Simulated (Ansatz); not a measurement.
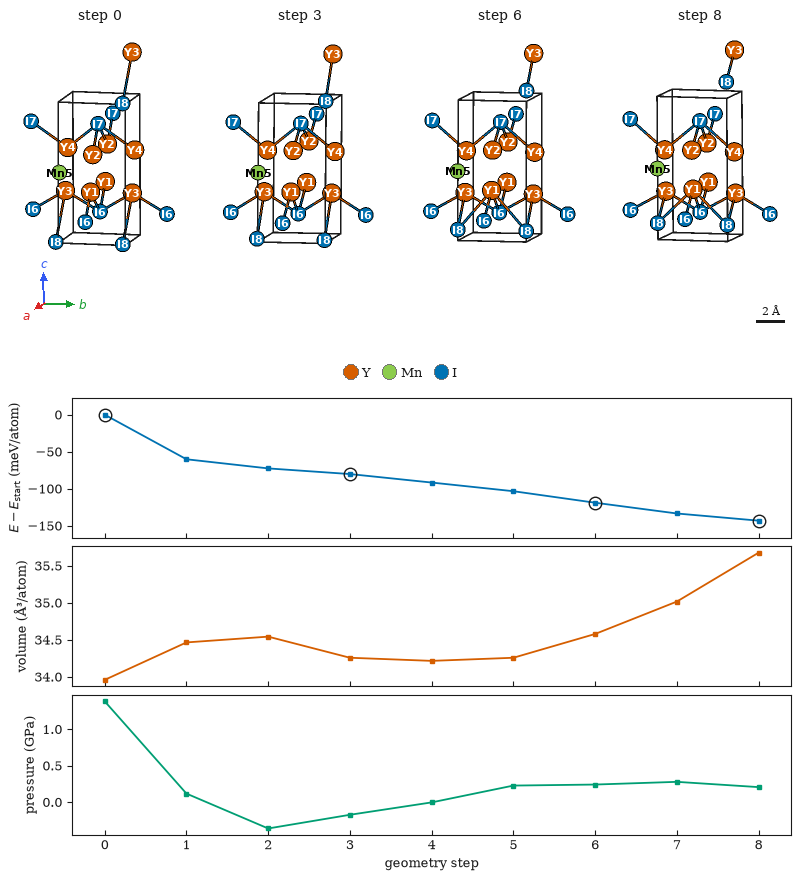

Frames of a relaxation of crystalline Y₄MnI₃ (a generated structure, set up in P1) (coarse preliminary run), marked on the history of the run. A ball-and-stick model of the cell of the calculation, seen slightly off an axis.

The calculation used Ansatz 0.2.0, DFT PBE, scalar-relativistic, plane waves, PAW.

Input file:
```yaml
crystal:
  lattice:
    - [5.0327841194, 0.0514121358, 0.0190343854]
    - [0.0514121358, 5.1021721497, 0.0059588182]
    - [0.0385485296, 0.0120678275, 10.5811499188]
  atoms:
    - { symbol: "Y", position: [0.9801042699, 0.4775567, 0.3677799553], spin: -0.25 }
    - { symbol: "Y", position: [1.0617813538, 0.5287803236, 0.6410902312], spin: -0.25 }
    - { symbol: "Y", position: [0.4931234869, -0.005683915, 0.3340769902], spin: -0.25 }
    - { symbol: "Y", position: [0.491943589, 0.0296622067, 0.6402387542], spin: -0.25 }
    - { symbol: Mn, position: [0.9872033875, 0.0136233776, 0.4992500713], spin: 2.87 }
    - { symbol: I, position: [0.4772420652, 0.5068409023, 0.1928074579] }
    - { symbol: I, position: [0.550891146, 0.4964876045, 0.821017935] }
    - { symbol: I, position: [-0.0422892984, 0.9527328004, 1.0037386049] }
basis:
  ecutwfc: 420
kpoints:
  mp_grid: { grid: [4, 4, 2] }
hamiltonian:
  xc: pbe
scf:
  occupations: { method: gaussian, width: 0.1 }
output:
  forces: true
  stress: true
  eigenvalues: true
  populations: true
magnetization:
  spin_polarized: true
relax:
  adjacent_minimum: "off"
  f_tol: 0.015
  max_steps: 120
  cell: { stress_tol: 0.15 }
```

Launched with:
```bash
ansatz run input.yaml --threads 1 --pin off --max-ram 2560MiB --backend cpu --events-out ev --progress --plain --runs-dir out
```

Q: What happens along the run?

A: The run was cut off at its time limit before the relaxation converged, so the last structure is only a point on the way. The energy falls by 143 meV per atom in 8 geometry steps. Largest force component: 1.3 eV/Å at the start, 0.18 eV/Å at the end. Pressure: 1.38 GPa at the start and 0.21 GPa at the end. I8 moves most relative to the cell: 1.25 Å along [1 1 3]. By element the largest moves are I 1.25 Å, Y 0.49 Å, Mn 0.22 Å. Cell: a 5.033 → 4.989 Å (−0.9 %), b 5.102 → 5.302 Å (+3.9 %), c 10.581 → 10.853 Å (+2.6 %), α 89.9° → 89.2°, β 89.6° → 83.9°, γ 88.8° → 89.8°. Volume +5.1 %. Some distances before and after: Y3–I8 4.437 → 3.236 Å, Y1–I8 4.700 → 3.723 Å, Y3–I8 (another image) 4.194 → 3.297 Å, Y1–I8 (another image) 4.548 → 3.693 Å. New bonds form: Y1–I8 (4.55 → 3.69 Å), Y1–I8 (4.70 → 3.72 Å), Y3–I8 (4.44 → 3.24 Å). Bond angles that change, for instance: Y2–I7–Y4 76.2° → 67.9°, I7–Y4–I7 105.4° → 99.7°, Y4–I7–Y4 105.4° → 99.7°. The space group stays P1 (No. 1). From step 0 to 3: I8 moves most (0.31 Å), volume +0.9 %, energy −80.2 meV per atom. From step 3 to 6: I8 moves most (0.59 Å), volume +0.9 %, energy −38.7 meV per atom. From step 6 to 8: I8 moves most (0.40 Å), volume +3.2 %, energy −24.2 meV per atom.

```
step  E − E(0), meV/atom  largest force component, eV/Å  pressure, GPa  volume, Å³/atom
   0                0.00                         1.2819           1.38           33.959
   1              -60.20                         0.3040           0.12           34.465
   2              -72.53                         0.4309          -0.36           34.543
   3              -80.16                         0.2258          -0.17           34.258
   4              -91.63                         0.3458           0.00           34.216
   5             -103.33                         0.3462           0.23           34.258
   6             -118.88                         0.3122           0.24           34.579
   7             -133.41                         0.1997           0.28           35.016
   8             -143.10                         0.1767           0.21           35.676
```
